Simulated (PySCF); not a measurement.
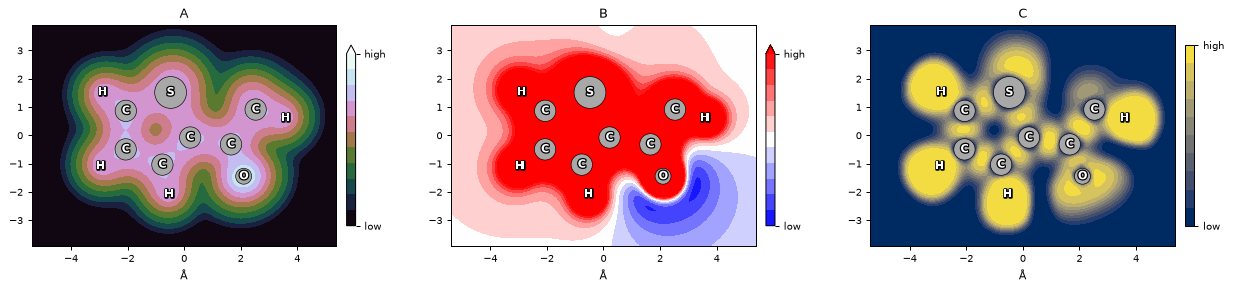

C₆H₆OS (SMILES CC(=O)c1cccs1): 3 fields on the plane of atoms C2, C4 and S8, with unlabelled colour scales. Grey discs cover the atomic cores.

Geometry: GFN2-xTB.

The calculation used mPW1PW91/pcSseg-1, SCF density, in a chloroform solvent model, non-relativistic (PySCF).

The panels show electron density, electron localisation function and electrostatic potential in some order. Assign them.

Answer. Panel A: electron density. Panel B: electrostatic potential (strongly positive close to the atoms, with negative regions outside electron-rich atoms). Panel C: electron localisation function. From the grid: C–O (1.21 Å): ρ is about 3.3 e/Å³ halfway; the ELF peaks at about 0.85 between the atoms; a short, multiple covalent bond. C–C (1.36 Å): ρ is about 2.2 e/Å³ halfway; the ELF peaks at about 0.95 between the atoms; a covalent bond.
